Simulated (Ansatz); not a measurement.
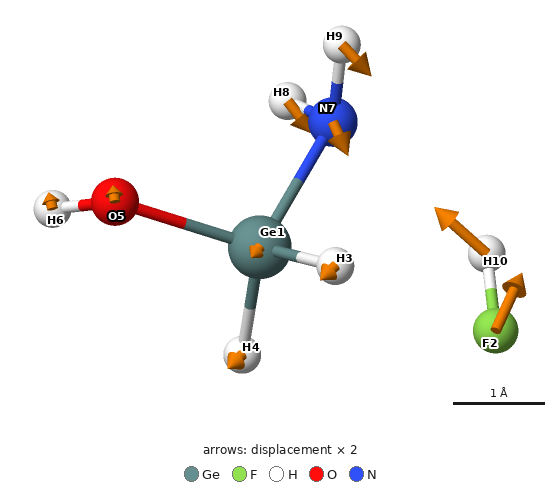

A relaxation of GeNH$_{6}$OF. The starting structure is drawn; orange arrows show the displacements, 2 times their true length. The two geometries are superimposed by the best rigid fit.

The picture is a ball-and-stick view, seen at a tilt.

The run prepares an end point of a later path (reaction) calculation, from a guessed geometry.

Level of theory: RKS PBE0/def2-SVP (Ansatz 0.2.0). Set-up: no spin polarisation; force threshold 0.03 eV/Å; at most 50 steps.

What did the optimiser do to the structure, and how much energy did it gain?

Answer. After 6 geometry steps the energy has fallen by 23.2 kJ/mol. Largest force component: 0.84 eV/Å at the start, 0.01 eV/Å at the end. The largest move after the best rigid fit is that of F2, 0.41 Å. By element the largest moves are F 0.41 Å, H 0.39 Å, N 0.21 Å, O 0.10 Å, Ge 0.09 Å. Among the contacts that change: F2–H10 0.927 → 0.957 Å, Ge1–N7 1.888 → 1.866 Å, Ge1–O5 1.790 → 1.782 Å, O5–H6 0.958 → 0.963 Å.

Limits of the set-up: the start holds two separate molecules, 2.2 Å apart at their closest, whose relative position is a soft coordinate and is computed without a dispersion correction.
